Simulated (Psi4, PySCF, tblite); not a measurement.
Two rigid molecules brought together: H3N ··· HF (SMILES N and F). Monomers: optimised at B3LYP-D3(BJ) (def2-TZVP), held rigid. Orientation: lowest of the rigid-body minima from ten starts at GFN2-xTB. R is the distance of the centres of mass, along which the second monomer moves.

Geometry at R = 2.57 Å (first 4 atoms: monomer A):
```
6

N      0.0001    -0.0005     0.2791
H      0.9108    -0.2431    -0.0939
H     -0.6662    -0.6670    -0.0939
H     -0.2448     0.9107    -0.0913
F     -0.0087    -0.0037     2.8280
H     -0.0046    -0.0028     1.9035
```

Methods: GFN2-xTB (tblite); RKS-LDA (SVWN5)/6-31G* = restricted LDA (SVWN5)/6-31G*, spherical d, no counterpoise correction (PySCF); HF/aug-cc-pVTZ, counterpoise-corrected (Psi4); PBE-D3(BJ)/def2-TZVP, counterpoise-corrected (Psi4); SAPT0/jun-cc-pVDZ, frozen core (Psi4).

Interaction energies in kcal/mol (negative: bound); R is the distance of the centres of mass, d the N1···H6 distance.

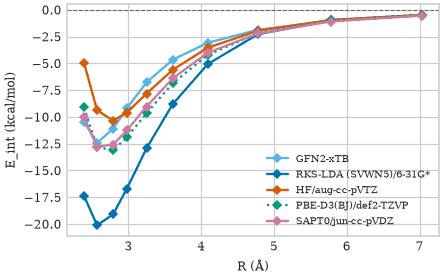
Fig. 1. Interaction energy against separation.

| R / Å | d / Å | GFN2-xTB | RKS-LDA (SVWN5)/6-31G* | HF/aug-cc-pVTZ | PBE-D3(BJ)/def2-TZVP | SAPT0/jun-cc-pVDZ |
|---|---|---|---|---|---|---|
| 2.39 | 1.44 | -10.45 | -17.35 | -4.93 | -9.09 | -10.03 |
| 2.57 | 1.62 | -12.42 | -20.12 | -9.37 | -12.83 | -12.80 |
| 2.79 | 1.84 | -11.10 | -19.09 | -10.35 | -13.10 | -12.58 |
| 2.98 | 2.03 | -9.18 | -16.69 | -9.59 | -11.90 | -11.25 |
| 3.25 | 2.30 | -6.77 | -12.93 | -7.82 | -9.65 | -9.03 |
| 3.61 | 2.66 | -4.66 | -8.80 | -5.60 | -6.86 | -6.40 |
| 4.09 | 3.14 | -3.07 | -5.07 | -3.54 | -4.21 | -4.01 |
| 4.78 | 3.83 | -1.86 | -2.27 | -1.94 | -2.16 | -2.21 |
| 5.78 | 4.83 | -1.00 | -0.99 | -0.95 | -0.97 | -1.09 |
| 7.04 | 6.09 | -0.53 | -0.49 | -0.46 | -0.46 | -0.53 |

Lowest grid point: GFN2-xTB -12.42 kcal/mol at R = 2.57 Å; RKS-LDA (SVWN5)/6-31G* -20.12 kcal/mol at R = 2.57 Å; HF/aug-cc-pVTZ -10.35 kcal/mol at R = 2.79 Å; PBE-D3(BJ)/def2-TZVP -13.10 kcal/mol at R = 2.79 Å; SAPT0/jun-cc-pVDZ -12.80 kcal/mol at R = 2.57 Å.
